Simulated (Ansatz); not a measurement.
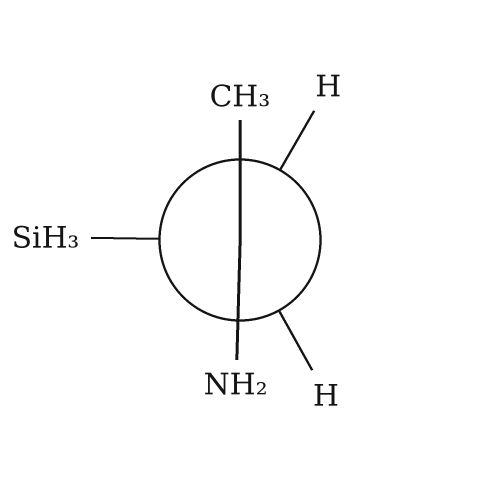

A Newman projection along the B–C bond, boron in front; angles are drawn as computed, but eclipsed bonds slightly apart. The computed structure is the end point of a PBE0-D4/def2-TZVP optimisation. No frequency run is at hand to confirm it as a minimum.

Q: Which molecule is it?

A: C2H10BNSi, CB(N)C[SiH3]

Q: What is the torsion angle from the front NH2 to the back SiH3? The sign is positive where the front bond must turn clockwise to cover the back bond.

A: 89°, about perpendicular.
